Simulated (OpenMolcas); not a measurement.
**Multiconfigurational calculation, with input and output: Cr³⁺**

Cr³⁺, among 6 point charges of −1.3 e at 1.74 Å, trigonal antiprism (D3d), axial distortion 0.93, whose field is part of the energies. Computed at this level: state-averaged SS-CASPT2, IPEA shift 0.25, imaginary shift 0.1 hartree, closed shells 3s 3p correlated, active space 3 electrons in the shell 3d, basis ANO-RCC-VDZP, DKH2 scalar Hamiltonian, spin-orbit coupling by RASSI with atomic mean-field integrals (OpenMolcas).

**Key numbers**

```tsv
quantity	value
outcome	converged
energy of the lowest spin-free term	−1055.17777 hartree
energy of the lowest spin-orbit level	−1055.17795 hartree
CASPT2 correlation energy	−0.2595 hartree
largest spread among components of a term	60.4 cm⁻¹
lowest reference weight	0.947
hardware	1 CPU thread, shared host
wall time	2.9 s
```

**Remarks**

The components of ⁴E, which symmetry makes degenerate, are split by 60 cm⁻¹ in CASPT2. This is an artefact; the levels of such states rest on averages and are uncertain by about as much. To bear in mind: point charges lack covalency, field too small at true ligand charges.

**Input file**
```
&GATEWAY
Coord
1

Cr 0.0 0.0 0.0
Basis=ANO-RCC-VDZP
Group=XYZ
NoMove
AngMom=0.0 0.0 0.0
AMFI
XField
3 Angstrom 0
0.000000 1.350400 1.097279 -1.300000
1.169480 -0.675200 1.097279 -1.300000
1.169480 0.675200 -1.097279 -1.300000
&SEWARD
&RASSCF
FileOrb=start.orb
Symmetry=1
Spin=4
nActEl=3 0 0
Inactive=3 6
Ras2=5 0
CIRoot=10 10 1
SDav=10
CIMx=300
Iter=120 100
PrWF=0.3
OrbListing=Nothing
MaxOrb=0
>>> COPY $Project.JobIph JOB001
&RASSCF
FileOrb=start.orb
Symmetry=1
Spin=2
nActEl=3 0 0
Inactive=3 6
Ras2=5 0
CIRoot=40 40 1
SDav=40
CIMx=300
Iter=120 100
PrWF=0.3
OrbListing=Nothing
MaxOrb=0
>>> COPY $Project.JobIph JOB002
&RASSI
NrOfJobIphs=2 10 40
1 2 3 4 5 6 7 8 9 10
1 2 3 4 5 6 7 8 9 10 11 12 13 14 15 16 17 18 19 20 21 22 23 24 25 26 27
28 29 30 31 32 33 34 35 36 37 38 39 40
IphNames
JOB001
JOB002
EJob
SpinOrbit
DIPRint=1.0
SOCoupling=1000.0
Subsets=2
Property=9
'ANGMOM' 1 'ANGMOM' 2 'ANGMOM' 3 'MLTPL  1' 1 'MLTPL  1' 2 'MLTPL  1' 3
'AMFI' 1 'AMFI' 2 'AMFI' 3
SOProperty=3
'ANGMOM' 1 'ANGMOM' 2 'ANGMOM' 3
>>> COPY JOB001 $Project.JobIph
&CASPT2
Multistate=10 1 2 3 4 5 6 7 8 9 10
NoMult
Frozen=2 3
IPEA=0.25
Imaginary=0.1
MaxIter=60
WThr=0.0 0.3 0.05
PrWF=0.5
NoMix
>>> COPY JOB002 $Project.JobIph
&CASPT2
Multistate=40 1 2 3 4 5 6 7 8 9 10 11 12 13 14 15 16 17 18 19 20 21 22
23 24 25 26 27 28 29 30 31 32 33 34 35 36 37 38 39 40
NoMult
Frozen=2 3
IPEA=0.25
Imaginary=0.1
MaxIter=60
WThr=0.0 0.3 0.05
PrWF=0.5
NoMix
```

The file start.orb holds starting orbitals from an earlier step. A driver script formed the levels outside the program, from RASSI's spin-orbit matrix and the CASPT2 energies (for multi-state variants, the effective Hamiltonian), averaged over the components of each term or state. The log and the time are those of the CASPT2 step.

Command:
```bash
OMP_NUM_THREADS=1 MOLCAS_MEM=1689 MOLCAS_PROJECT=a pymolcas a.inp > a.log  # once for each step of the input, in one work folder
```

**Log (extracts)**
```
--- CASPT2 ---
Orbital specifications:
      -----------------------

      Symmetry species                           1   2
                                                ag  au
      Frozen orbitals                            2   3
      Inactive orbitals                          1   3
      Active orbitals                            5   0
      Secondary orbitals                         7  13
      Deleted orbitals                           0   0
      Number of basis functions                 15  19
Type of calculation                        SS-CASPT2
      Fock operator                              state-specific
      IPEA shift                                 0.25
      Real shift                                 0.00
      Imaginary shift                            0.10
      The input orbitals will be transformed to quasi-canonical
Reference energy:       -1054.9182460543
      E2 (Non-variational):      -0.2594376872
      Shift correction:          -0.0000909786
      E2 (Variational):          -0.2595286658
      Total energy:           -1055.1777747202
      Residual norm:              0.0000003604
      Reference weight:           0.95772
      Contributions to the CASPT2 correlation energy
      Active & Virtual Only:         -0.0179572292
      One Inactive Excited:          -0.1122421056
      Two Inactive Excited:          -0.1292383524
Reference energy:       -1054.8927096104
      E2 (Non-variational):      -0.2598367845
      Shift correction:          -0.0000920214
      E2 (Variational):          -0.2599288059
      Total energy:           -1055.1526384163
      Residual norm:              0.0000001389
      Reference weight:           0.95740
      Contributions to the CASPT2 correlation energy
      Active & Virtual Only:         -0.0173837114
      One Inactive Excited:          -0.1128476539
      Two Inactive Excited:          -0.1296054192
::    CASPT2 Root  1     Total energy:  -1055.17777472
::    CASPT2 Root  2     Total energy:  -1055.15263842
::    CASPT2 Root  3     Total energy:  -1055.15279863
::    CASPT2 Root  4     Total energy:  -1055.14722072
::    CASPT2 Root  5     Total energy:  -1055.12968578
::    CASPT2 Root  6     Total energy:  -1055.12428791
::    CASPT2 Root  7     Total energy:  -1055.12450195
::    CASPT2 Root  8     Total energy:  -1055.08197769
::    CASPT2 Root  9     Total energy:  -1055.08170247
::    CASPT2 Root 10     Total energy:  -1055.05822479
--- CASPT2 ---
Orbital specifications:
      -----------------------

      Symmetry species                           1   2
                                                ag  au
      Frozen orbitals                            2   3
      Inactive orbitals                          1   3
      Active orbitals                            5   0
      Secondary orbitals                         7  13
      Deleted orbitals                           0   0
      Number of basis functions                 15  19
Type of calculation                        SS-CASPT2
      Fock operator                              state-specific
      IPEA shift                                 0.25
      Real shift                                 0.00
      Imaginary shift                            0.10
      The input orbitals will be transformed to quasi-canonical
Reference energy:       -1054.8306102196
      E2 (Non-variational):      -0.2701927207
      Shift correction:          -0.0001289963
      E2 (Variational):          -0.2703217171
      Total energy:           -1055.1009319367
      Residual norm:              0.0000002493
      Reference weight:           0.95372
      Contributions to the CASPT2 correlation energy
      Active & Virtual Only:         -0.0223177310
      One Inactive Excited:          -0.1168409942
      Two Inactive Excited:          -0.1310339955
Reference energy:       -1054.8306102190
      E2 (Non-variational):      -0.2702102123
      Shift correction:          -0.0001296496
      E2 (Variational):          -0.2703398619
      Total energy:           -1055.1009500809
      Residual norm:              0.0000002499
      Reference weight:           0.95368
      Contributions to the CASPT2 correlation energy
      Active & Virtual Only:         -0.0223953278
      One Inactive Excited:          -0.1169174457
      Two Inactive Excited:          -0.1308974387
::    CASPT2 Root  1     Total energy:  -1055.10093194
::    CASPT2 Root  2     Total energy:  -1055.10095008
::    CASPT2 Root  3     Total energy:  -1055.09571281
::    CASPT2 Root  4     Total energy:  -1055.09552913
::    CASPT2 Root  5     Total energy:  -1055.09343933
::    CASPT2 Root  6     Total energy:  -1055.08464520
::    CASPT2 Root  7     Total energy:  -1055.08511141
::    CASPT2 Root  8     Total energy:  -1055.07585211
::    CASPT2 Root  9     Total energy:  -1055.07573402
::    CASPT2 Root 10     Total energy:  -1055.06938773
::    CASPT2 Root 11     Total energy:  -1055.06585918
::    CASPT2 Root 12     Total energy:  -1055.06584524
::    CASPT2 Root 13     Total energy:  -1055.06474281
::    CASPT2 Root 14     Total energy:  -1055.06466386
::    CASPT2 Root 15     Total energy:  -1055.05915386
::    CASPT2 Root 16     Total energy:  -1055.05050174
::    CASPT2 Root 17     Total energy:  -1055.05051287
::    CASPT2 Root 18     Total energy:  -1055.04192568
::    CASPT2 Root 19     Total energy:  -1055.03959114
::    CASPT2 Root 20     Total energy:  -1055.03981365
::    CASPT2 Root 21     Total energy:  -1055.03218886
::    CASPT2 Root 22     Total energy:  -1055.03227819
::    CASPT2 Root 23     Total energy:  -1055.03030844
::    CASPT2 Root 24     Total energy:  -1055.02056801
::    CASPT2 Root 25     Total energy:  -1055.02899995
::    CASPT2 Root 26     Total energy:  -1055.02906659
::    CASPT2 Root 27     Total energy:  -1055.00399988
::    CASPT2 Root 28     Total energy:  -1055.00391281
::    CASPT2 Root 29     Total energy:  -1054.99222035
::    CASPT2 Root 30     Total energy:  -1054.99179747
```

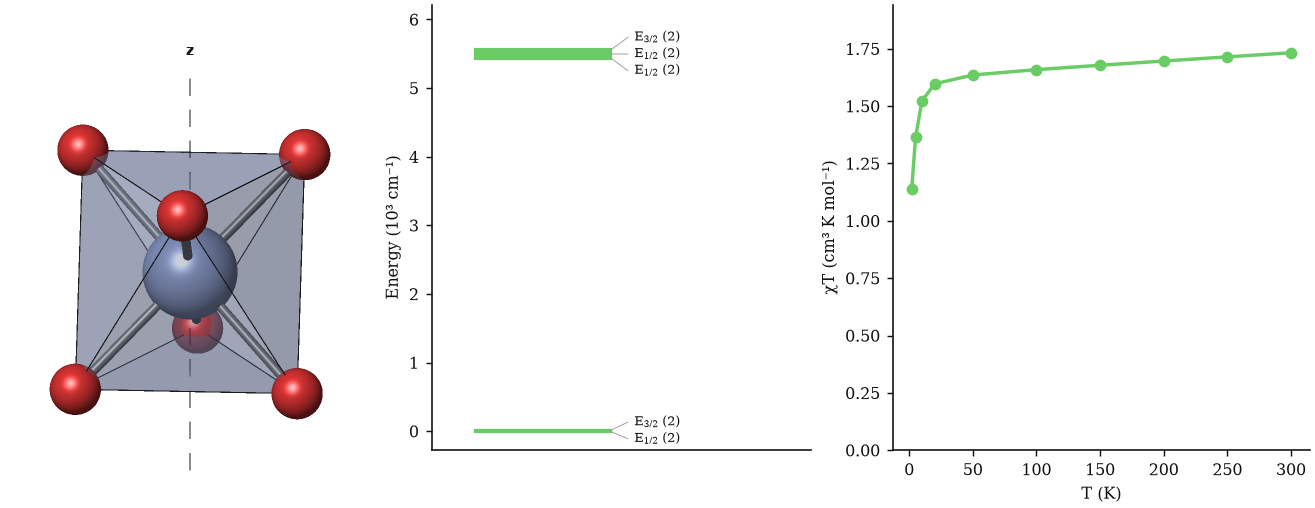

Fig. 1: Cr³⁺ (3d³) among 6 point charges of −1.3 e at 1.74 Å, arranged as: trigonal antiprism (D3d), axial distortion 0.93, with its levels and susceptibility. Labels give the representation in O, Td, D4 or D3 as the site allows (double group for half-integer spin) where it could be assigned and, in brackets, the degeneracy; spin-free states, where drawn, share the zero of the spin-orbit levels. Powder susceptibility by Van Vleck's formula. The ground level is E₁/₂, a Kramers doublet, 100 % from states of spin multiplicity 4. Its principal g values are 1.91, 3.67 and 3.67, easy-plane. The next level lies at 9.8 cm⁻¹ (E₃/₂). χT is 1.14 cm³ K mol⁻¹ at 2 K and 1.73 at 300 K, an effective moment of 3.72 μB.
